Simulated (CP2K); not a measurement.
Band structure of HfBe₂ (P6/mmm, 3 atoms in the cell).

```
CELL_PARAMETERS angstrom
      3.77950     0.00000     0.00000
     -1.88975     3.27314     0.00000
      0.00000     0.00000     3.16996
ATOMIC_POSITIONS crystal
  Hf 0.00000 0.00000 0.00000
  Be 0.33333 0.66667 0.50000
  Be 0.66667 0.33333 0.50000
```

Method of the run: CP2K with LDA (Pade form), GPW, DZVP-MOLOPT-SR-GTH basis, GTH-PADE potentials (GTH_POTENTIALS).

Settings: CUTOFF = 600 Ry; REL_CUTOFF = 40 Ry; SMEAR/METHOD = GAUSSIAN; SIGMA = 0.05 eV; KPOINTS/SCHEME = MONKHORST-PACK 10 10 10; GAMMA_CENTERED = T; XC_FUNCTIONAL = PADE; Hf/BASIS_SET = DZVP-MOLOPT-SR-GTH; Hf/POTENTIAL = GTH-PADE-q12; Be/BASIS_SET = DZVP-MOLOPT-SR-GTH; Be/POTENTIAL = GTH-PADE-q4; METHOD = GPW; EPS_DEFAULT = 1e-10; EXTRAPOLATION = USE_GUESS.

The starting cell comes from a database of computed structures (which also holds hypothetical and non-ambient phases and stackings), without a prior relaxation at this level. Spin-orbit coupling is off. Values carry the incompleteness of an atom-centred basis.

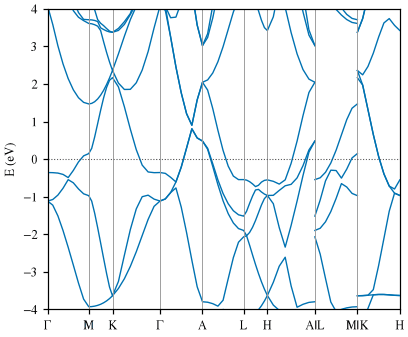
Fig. 1. Bands along the path, energies from the Fermi level.

Levels in eV from the Fermi level, bands 7 to 12:
| point | 7 | 8 | 9 | 10 | 11 | 12 |
|---|---|---|---|---|---|---|
| Γ | -8.16 | -1.11 | -1.11 | -0.36 | 4.07 | 4.53 |
| M | -5.58 | -3.93 | -0.97 | 0.15 | 1.47 | 3.61 |
| K | -4.39 | -3.63 | -3.63 | 2.17 | 2.36 | 2.36 |
| A | -4.93 | -3.79 | 0.48 | 0.48 | 2.05 | 2.05 |
| L | -4.25 | -2.07 | -1.90 | -1.52 | -0.54 | 4.42 |
| H | -3.63 | -3.63 | -0.97 | -0.97 | -0.55 | 3.42 |

Bands cross the Fermi level along this path, so the cell is metallic at this level.

Higher empty bands are left out: an atom-centred basis made for the valence describes them poorly.
